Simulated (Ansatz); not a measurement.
# A computed series for AlP: carrier doping

Take AlP in the zinc blende structure (space group F-43m, No. 216; a = 5.507 Å) as the base.

Carriers are added at fixed cell with a uniform background; the Fermi–Dirac width is that of 300 K.

The values are results of PBE (Ansatz, a first-principles code, PAW, no SOC), earlier PAW set, not measurements.

Notes on the quantities. Fermi level from band edge: Fermi level relative to the doped band's edge (positive inside the band; to 0.05 eV).

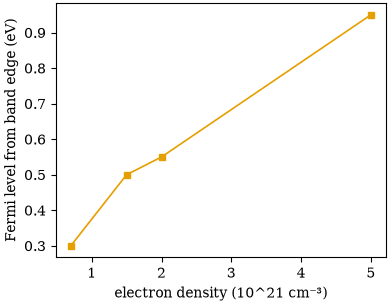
Figure: Fermi level from band edge against electron density

```csv
electron density (10^21 cm⁻³),Fermi level from band edge
0.7,+0.30 eV
1.5,+0.50 eV
2,+0.55 eV
5,+0.95 eV
```

Carriers are added with a uniform compensating background; total energy and stress of such cells depend on the potential's zero and are not compared; many-body gap narrowing is missing at this level. No phonon test of stability was made.
